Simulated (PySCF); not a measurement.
# C8H20O4Si: the cost of one run

Computed with PySCF 2.14.0 and routines of our own; the level stands in each step. Atoms count from 0.

## 1. The starting structure

33 atoms, charge 0, multiplicity 1; geometry from: GFN2-xTB.

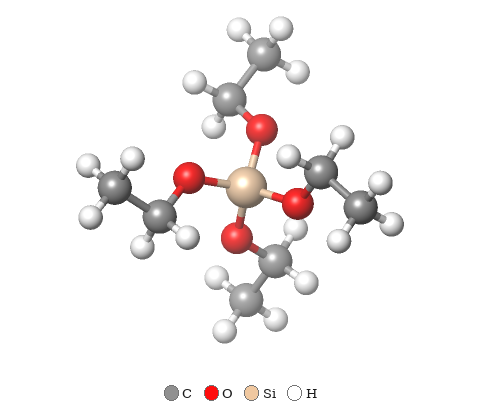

The starting geometry (carbon grey, oxygen red, silicon light orange, hydrogen white).

## 2. NMR shifts: GIAO KT3/pcSseg-1

Job settings and geometry (Å):

```
{"job": {"kind": "nmr", "xc": "KT3", "basis": "pcSseg-1", "pop": false}, "charge": 0, "multiplicity": 1}
C     -1.017669     0.709015     3.773327
C     -0.454986    -0.182118     2.675835
O     -0.644988     0.439498     1.423404
Si    -0.000141     0.000897    -0.000448
O     -0.551777     1.050074    -1.109732
C     -1.898204     1.344880    -1.412044
C     -1.960689     2.171532    -2.687913
O     -0.424644    -1.545778    -0.251155
C     -0.090243    -2.355992    -1.356836
C     -0.915102    -3.633841    -1.314874
O      1.621048     0.058382    -0.063913
C      2.442289     1.195033     0.092985
C      3.892615     0.756348     0.232131
H     -2.066750     0.915195     3.580112
H     -0.921402     0.215703     4.737131
H     -0.480008     1.653378     3.801173
H     -0.960780    -1.153343     2.667219
H      0.614075    -0.358090     2.838942
H     -2.335055     1.893626    -0.571104
H     -2.459116     0.411835    -1.536526
H     -2.990636     2.444234    -2.902936
H     -1.367882     3.074775    -2.573401
H     -1.562286     1.600593    -3.522723
H     -0.286461    -1.808865    -2.285832
H      0.980395    -2.583065    -1.316600
H     -1.973005    -3.398166    -1.398935
H     -0.628372    -4.285564    -2.136130
H     -0.750753    -4.150949    -0.373549
H      2.127998     1.754561     0.981108
H      2.314807     1.844525    -0.779443
H      4.537980     1.628110     0.304295
H      4.014798     0.147948     1.124663
H      4.184782     0.164722    -0.631083
```

With the program's defaults for keys left out, this is: GIAO KT3/pcSseg-1 NMR shielding, non-relativistic, gas phase.

Command:

```sh
> OMP_NUM_THREADS=1 python large_run.py task.json out
```

The driver reads the jobs from task.json and runs them one after another.

Q: Estimate the wall time and peak memory of this job on 1 thread of Arm Neoverse V1, shared host.

About 27 s, with a peak of 0.57 GiB.
